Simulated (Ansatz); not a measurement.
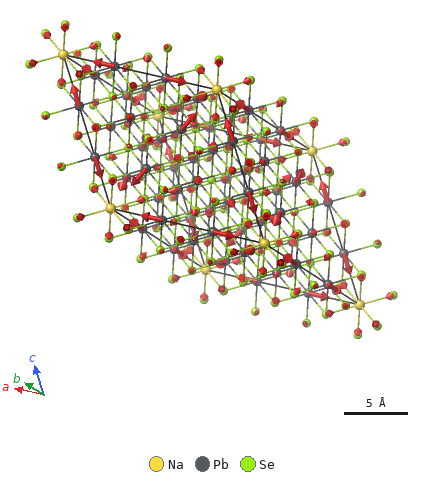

This is a relaxation of a defect cell of composition NaPb26Se27 (cell charge −1). The starting structure is drawn; red arrows show the displacements, 50 times their true length.

Style: ball-and-stick. Shown: the cell of the calculation, from a free direction.

Level of theory: Ansatz, DFT, PBE, plane-wave PAW, default files, scalar-relativistic. Settings: plane-wave cutoff 420 eV; k-point mesh 2 × 2 × 2; occupations fermi dirac; smearing width 0.01 eV; no spin polarisation; atoms relaxed in a fixed cell; force threshold 0.03 eV/Å; at most 40 steps.

> Which element moves most?

Lead: up to 0.038 Å, against 0.015 Å for selenium.

> What happened in the run?

The largest moves, 0.038 Å, are those of Pb atoms. By element the largest moves are Pb 0.038 Å, Se 0.015 Å. Na stays in place. The cell doesn't change. Some distances before and after: Pb–Se 3.061 → 3.034 Å, Pb–Se 3.061 → 3.077 Å, Na–Se 3.061 → 3.045 Å, Pb–Se 3.061 → 3.054 Å. After 1 accepted move (2 points after the start) the energy has fallen by 55.6 meV per cell of the calculation. Largest force component: 0.14 eV/Å at the start, 0.017 eV/Å at the end. The line search rejected the trial step at point 1 of the run. The run took 2 min on 4 threads of Intel(R) Xeon(R) Platinum 8375C CPU @ 2.90GHz (Ice Lake), with other jobs on the host, peak memory 7.7 GiB.

Limits of the set-up: the cell is charged, on a uniform background, and energies carry no finite-size correction.
